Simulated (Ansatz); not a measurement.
## Nudged elastic band, with input and output: CH$_{7}$BrGe (part 2 of 2)

The same run, continued: CH$_{7}$BrGe; RKS BLYP-D4/def2-SVP (Ansatz 0.2.0). It belongs to a series of runs on one base structure; here: band between the two ends.

Geometry of the input (Å):
```
Ge -0.3498  -0.9743  -0.6553
Br 1.9905  -1.3346  -0.6169
H  -0.8647  -1.5952  -1.9832
H  -0.9341  -1.7327  0.5677
C  -0.6618  0.9712  -0.5617
H  1.6353  0.1410  2.1365
H  1.3502  0.5099  2.7463
H  -1.7489  1.1763  -0.6320
H  -0.2758  1.3649  0.3968
H  -0.1409  1.4737  -1.3983
```

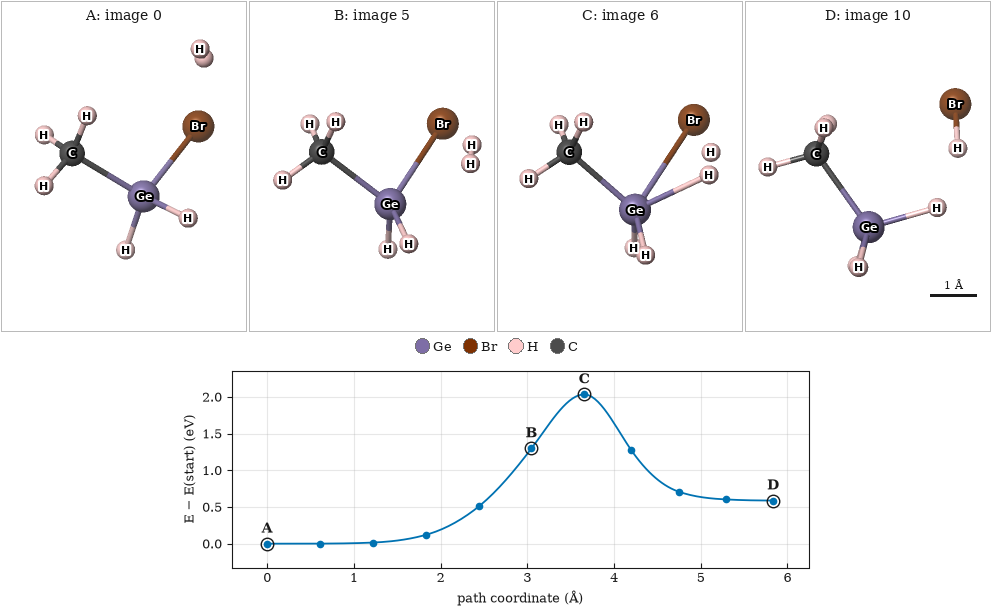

**Figure 1.** Images of the last band (counted from 0; ball-and-stick, seen at a tilt) above the energy along the path; the line is a cubic interpolation that uses the forces. The highest image is number 6, 2.034 eV above the start and 1.446 eV above the end (the climbing image); the end lies 0.588 eV above the start. The path is 5.83 Å long. The band converged in 38 iterations.

```
Total energy: -127699.02241199 eV, -4692.8525161345 hartree
Atom 0 at    -0.317502    -0.749771    -0.025697 Å, force     0.002785     0.008992    -0.003862 eV/Å
Atom 1 at     2.554428    -0.373339    -0.410766 Å, force     0.005351     0.007303    -0.004072 eV/Å
Atom 2 at    -0.128125    -1.815703    -1.131783 Å, force     0.008104    -0.001005     0.009143 eV/Å
Atom 3 at    -1.408326    -1.295606     0.960478 Å, force    -0.008450     0.002240     0.000346 eV/Å
Atom 4 at    -0.651963     1.129929    -0.484316 Å, force    -0.016023    -0.028919    -0.016679 eV/Å
Atom 5 at     1.425805    -0.593473     1.118989 Å, force    -0.003226     0.000860     0.004062 eV/Å
Atom 6 at     0.689296    -0.724263     1.656715 Å, force    -0.004513    -0.011850    -0.003100 eV/Å
Atom 7 at    -1.701888     1.218777    -0.831854 Å, force    -0.003733     0.007605     0.014841 eV/Å
Atom 8 at    -0.515112     1.754295     0.418155 Å, force     0.015892     0.007825    -0.006373 eV/Å
Atom 9 at     0.053385     1.449353    -1.270019 Å, force     0.003813     0.006949     0.005693 eV/Å
Dipole moment:    -0.875931     0.094189     0.101084 e Å
this run last wrote the band of iteration 38 to [file]; this run last wrote the band within `neb.f_tol` of iteration 15 to [file]
```

## The last band as extended XYZ (Å, eV, eV/Å)
```
10
Properties=species:S:1:pos:R:3:forces:R:3 image=0 energy=-127701.05599
Ge   -0.3498   -0.9743   -0.6553    0.0037   0.0007   0.0004
Br    1.9905   -1.3346   -0.6169   -0.0019   0.0002   0.0010
H    -0.8647   -1.5952   -1.9832    0.0004   0.0000  -0.0010
H    -0.9341   -1.7327    0.5677   -0.0012  -0.0003   0.0003
C    -0.6618    0.9712   -0.5617    0.0015   0.0004  -0.0018
H     1.6353    0.1410    2.1365   -0.0015   0.0015   0.0030
H     1.3502    0.5099    2.7463    0.0011  -0.0018  -0.0027
H    -1.7489    1.1763   -0.6320   -0.0024   0.0003   0.0022
H    -0.2758    1.3649    0.3968    0.0023  -0.0005  -0.0006
H    -0.1409    1.4737   -1.3983   -0.0019  -0.0005  -0.0007
10
Properties=species:S:1:pos:R:3:forces:R:3 image=1 energy=-127701.05514
Ge   -0.2931   -0.9154   -0.5931   -0.0005  -0.0007  -0.0012
Br    2.0563   -1.1936   -0.6938   -0.0003  -0.0014   0.0002
H    -0.8729   -1.6609   -1.8269   -0.0002   0.0008  -0.0023
H    -0.7628   -1.5870    0.7257   -0.0012  -0.0019  -0.0021
C    -0.6716    1.0201   -0.6358    0.0007  -0.0005   0.0008
H     1.5778   -0.0488    2.1745   -0.0005   0.0020   0.0008
H     1.1994    0.2292    2.7816    0.0007   0.0033   0.0011
H    -1.7680    1.1840   -0.6336    0.0003   0.0001   0.0024
H    -0.2271    1.5070    0.2522    0.0018  -0.0013   0.0002
H    -0.2380    1.4657   -1.5509   -0.0009  -0.0003   0.0002
10
Properties=species:S:1:pos:R:3:forces:R:3 image=2 energy=-127701.04055
Ge   -0.2534   -0.8454   -0.5102   -0.0015  -0.0005  -0.0099
Br    2.1006   -1.0310   -0.7039   -0.0034  -0.0152  -0.0026
H    -0.8444   -1.7179   -1.6508   -0.0091   0.0099  -0.0212
H    -0.6440   -1.4211    0.8773    0.0031  -0.0127  -0.0161
C    -0.7076    1.0667   -0.6930    0.0076   0.0002   0.0042
H     1.6013   -0.2339    2.1402    0.0020   0.0067   0.0222
H     1.1224   -0.1025    2.7251    0.0128   0.0200   0.0307
H    -1.8032    1.1831   -0.8147    0.0038  -0.0003   0.0069
H    -0.3783    1.6171    0.2084    0.0041  -0.0068  -0.0020
H    -0.1935    1.4851   -1.5786   -0.0193  -0.0012  -0.0123
10
Properties=species:S:1:pos:R:3:forces:R:3 image=3 energy=-127700.93546
Ge   -0.2219   -0.7961   -0.4143    0.0000  -0.0140  -0.0660
Br    2.1441   -0.8435   -0.6390   -0.0232  -0.0921  -0.0071
H    -0.7063   -1.7804   -1.5073   -0.1021   0.0582  -0.1125
H    -0.6753   -1.3098    0.9808    0.1161  -0.0522  -0.0495
C    -0.7063    1.0994   -0.6673   -0.0084   0.0050  -0.0178
H     1.5531   -0.3684    1.9395    0.0332   0.0369   0.1513
H     0.9715   -0.3806    2.4393    0.0444   0.0598   0.1633
H    -1.7868    1.2070   -0.8859   -0.0101  -0.0011  -0.0078
H    -0.4623    1.6607    0.2554   -0.0019  -0.0270  -0.0082
H    -0.1098    1.5117   -1.5014   -0.0480   0.0265  -0.0457
10
Properties=species:S:1:pos:R:3:forces:R:3 image=4 energy=-127700.54936
Ge   -0.2013   -0.7671   -0.3134    0.0390  -0.0302  -0.2454
Br    2.2019   -0.6428   -0.6036   -0.1939  -0.2001  -0.0196
H    -0.4780   -1.8421   -1.3828   -0.2660   0.0697  -0.3069
H    -0.8885   -1.2583    1.0076    0.4162  -0.0615  -0.0671
C    -0.6855    1.1191   -0.6041   -0.0347   0.0039  -0.0780
H     1.4668   -0.4786    1.6932    0.0788   0.0833   0.4512
H     0.8600   -0.5537    2.1562    0.0781   0.0886   0.4127
H    -1.7571    1.2254   -0.8595   -0.0298   0.0259  -0.0352
H    -0.4729    1.6913    0.3213   -0.0022  -0.0849  -0.0251
H    -0.0455    1.5069   -1.4150   -0.0854   0.1053  -0.0866
10
Properties=species:S:1:pos:R:3:forces:R:3 image=5 energy=-127699.75757
Ge   -0.2170   -0.7475   -0.1824    0.2839  -0.0060  -0.4756
Br    2.3391   -0.4827   -0.5666   -0.5303  -0.2137  -0.2706
H    -0.2760   -1.8494   -1.2515   -0.2825  -0.0320  -0.4224
H    -1.1595   -1.2585    0.9930    0.6177   0.0158  -0.0684
C    -0.6645    1.1315   -0.5305   -0.0333   0.0288  -0.1035
H     1.3986   -0.5664    1.4179   -0.1351   0.0406   0.8557
H     0.7851   -0.6637    1.8913    0.1668   0.0864   0.6249
H    -1.7277    1.2250   -0.8255   -0.0354   0.0256  -0.0259
H    -0.4869    1.7319    0.3844    0.0148  -0.0942  -0.0297
H     0.0088    1.4799   -1.3303   -0.0667   0.1487  -0.0845
10
Properties=species:S:1:pos:R:3:forces:R:3 image=6 energy=-127699.02206
Ge   -0.3175   -0.7498   -0.0257    0.0028   0.0090  -0.0039
Br    2.5544   -0.3733   -0.4108    0.0054   0.0073  -0.0041
H    -0.1281   -1.8157   -1.1318    0.0081  -0.0010   0.0091
H    -1.4083   -1.2956    0.9605   -0.0084   0.0022   0.0003
C    -0.6520    1.1299   -0.4843   -0.0160  -0.0289  -0.0167
H     1.4258   -0.5935    1.1190   -0.0032   0.0009   0.0041
H     0.6893   -0.7243    1.6567   -0.0045  -0.0118  -0.0031
H    -1.7019    1.2188   -0.8319   -0.0037   0.0076   0.0148
H    -0.5151    1.7543    0.4182    0.0159   0.0078  -0.0064
H     0.0534    1.4494   -1.2700    0.0038   0.0069   0.0057
10
Properties=species:S:1:pos:R:3:forces:R:3 image=7 energy=-127699.78548
Ge   -0.4116   -0.7698    0.1202   -0.3337  -0.0641   0.5253
Br    2.6957   -0.3237   -0.2359    0.4369   0.0942   0.4253
H    -0.0554   -1.7656   -1.0323    0.1240   0.1443   0.3817
H    -1.6102   -1.3290    0.9050   -0.6445  -0.0551  -0.0638
C    -0.6619    1.1079   -0.4657   -0.0389  -0.0607   0.0786
H     1.6626   -0.5478    0.9115    0.8472   0.1437  -0.7687
H     0.5503   -0.7688    1.4767   -0.3752  -0.1270  -0.6280
H    -1.6919    1.2181   -0.8590    0.0086   0.0188  -0.0077
H    -0.5455    1.7633    0.4180   -0.0273   0.0509  -0.0105
H     0.0679    1.4156   -1.2386    0.0028  -0.1450   0.0677
10
Properties=species:S:1:pos:R:3:forces:R:3 image=8 energy=-127700.34744
Ge   -0.5404   -0.7820    0.2070   -0.1106  -0.0155   0.0703
Br    2.9734   -0.2400   -0.1842    0.2323   0.0672   0.0190
H    -0.0594   -1.7543   -0.9051   -0.0162   0.0166   0.0951
H    -1.8488   -1.3103    0.8450   -0.1977   0.0134  -0.0480
C    -0.7006    1.0824   -0.4489   -0.0349  -0.0017   0.0289
H     1.9068   -0.5042    0.7831    0.2045   0.0254  -0.1189
H     0.4799   -0.8172    1.4059   -0.0498  -0.0521  -0.0669
H    -1.6944    1.2269   -0.9140   -0.0069   0.0148  -0.0273
H    -0.6028    1.7830    0.4026   -0.0275   0.0095  -0.0028
H     0.0864    1.3157   -1.1913    0.0068  -0.0775   0.0508
10
Properties=species:S:1:pos:R:3:forces:R:3 image=9 energy=-127700.45306
Ge   -0.6386   -0.7967    0.2503   -0.0124  -0.0047   0.0046
Br    3.2186   -0.0928   -0.1717    0.0297   0.0184  -0.0003
H    -0.2284   -1.7995   -0.8618   -0.0234  -0.0042   0.0039
H    -1.9903   -1.2374    0.8774   -0.0175   0.0090   0.0038
C    -0.7204    1.0560   -0.4440   -0.0028   0.0042   0.0018
H     2.1257   -0.4827    0.6974    0.0279   0.0018  -0.0127
H     0.4419   -0.8812    1.3807   -0.0031  -0.0103  -0.0039
H    -1.6249    1.1885   -1.0685    0.0061  -0.0052  -0.0199
H    -0.7605    1.7768    0.3953   -0.0130  -0.0038   0.0015
H     0.1770    1.2691   -1.0552    0.0084  -0.0052   0.0210
10
Properties=species:S:1:pos:R:3:forces:R:3 image=10 energy=-127700.46794
Ge   -0.7001   -0.8270    0.2670    0.0171  -0.0135  -0.0079
Br    3.2858    0.1316   -0.1399   -0.0136  -0.0049   0.0099
H    -0.4686   -1.8726   -0.8591   -0.0101   0.0066   0.0032
H    -2.0295   -1.1492    1.0065    0.0055   0.0067  -0.0059
C    -0.6909    1.0169   -0.4533   -0.0112   0.0178  -0.0024
H     2.2046   -0.4188    0.6515    0.0115   0.0047  -0.0098
H     0.4645   -0.9901    1.2999   -0.0021   0.0042   0.0072
H    -1.4695    1.1238   -1.2342    0.0187   0.0013   0.0167
H    -0.8955    1.7445    0.3569    0.0066  -0.0163  -0.0217
H     0.2993    1.2410   -0.8954   -0.0223  -0.0066   0.0108
```

## Results in brief

```tsv
quantity	value
outcome	converged
barrier, forward	2.034 eV
barrier, backward	1.446 eV
wall time	12 min (CPU time 23 min)
peak memory	0.17 GiB
```

The order of the saddle point was not checked.
